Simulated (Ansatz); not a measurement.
```xyz
9

B    -0.8604    1.6676   -1.2946
Al   -0.2443    0.1562   -0.1232
C     0.6975   -1.3919    0.3927
N    -0.0366   -0.8729    1.4980
H    -0.5172    1.8113   -2.4339
H    -1.6805    2.5108   -0.8747
H     0.3888   -2.3650    0.0274
H     1.8563   -1.2670    0.6021
H     0.4850   -0.2955    2.1892
```

The fields and orbitals are those of the mean-field reference, not of the correlated method.

Level of theory: RPA, Gaussian basis, functional hf in Ansatz 0.2.0.

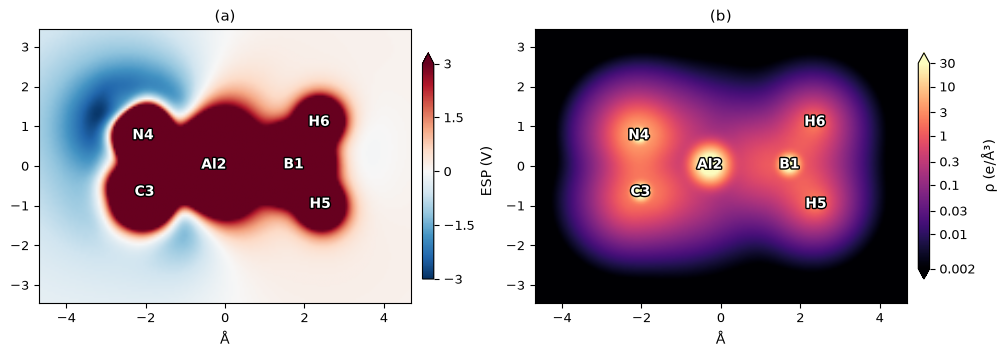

CH₅AlBN (SMILES [BH2][Al]1[CH2][NH]1). (a) molecular electrostatic potential; (b) total electron density on the plane of atoms Al2, B1 and H5.

### Interpret the plot.

The section cuts through B, Al, C, N and H sites. C–N (1.42 Å): the density is about 2.1 e/Å³ at the midpoint. C–Al (1.88 Å): ρ at the midpoint is about 0.7 e/Å³. Al–N (1.93 Å): the density is about 0.64 e/Å³ at the midpoint. Al–B (2.01 Å): ρ is about 0.7 e/Å³ halfway. B–H (1.20 Å): the density is about 1.3 e/Å³ at the midpoint. Outside the dense part of the molecule the potential is most negative (−2.9 V) near N4.
